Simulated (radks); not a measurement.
La⁴³⁺ (Z = 57, 14 electrons) in the configuration [Ne] 3s2 3p2 (high spin). Method: scalar-relativistic Kohn-Sham, PBEsol, spin-polarised, spherical densities, finite nucleus; computed with the in-house radial solver radks.

```
Z 57
configuration [Ne] 3s2 3p2
relativity scalar-relativistic
functional pbe_sol,pbe_sol
spin polarised
nucleus finite rms 4.855 fm
c 137.035999084
```

Wanted: the number of electrons inside radius r (solid) and the radial density 4πr²ρ (dashed).

The count levels off at 14 electrons. Half of them lie within 0.0986 bohr, 90 % within 0.285 bohr and 99 % within 0.429 bohr. The radial density has a minimum at 0.0353 bohr, where the count stands at 2.0; this parts the shells that the density resolves.

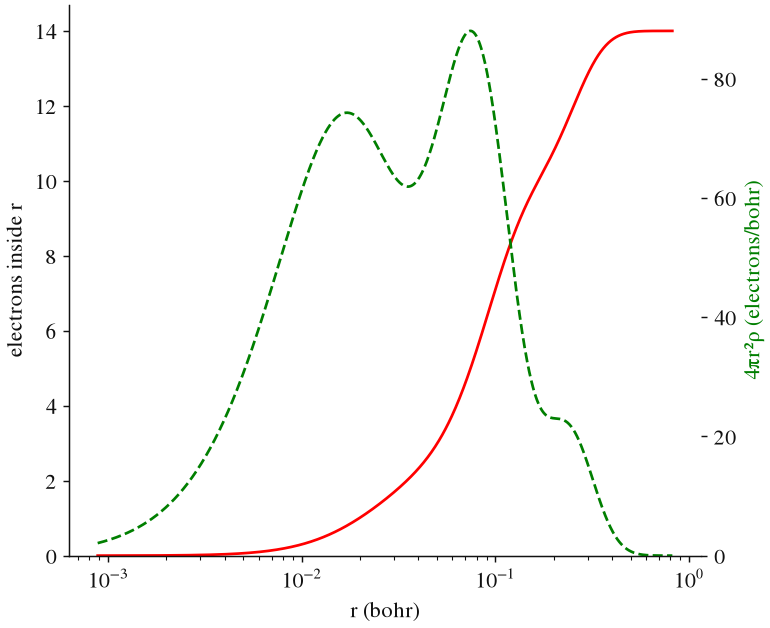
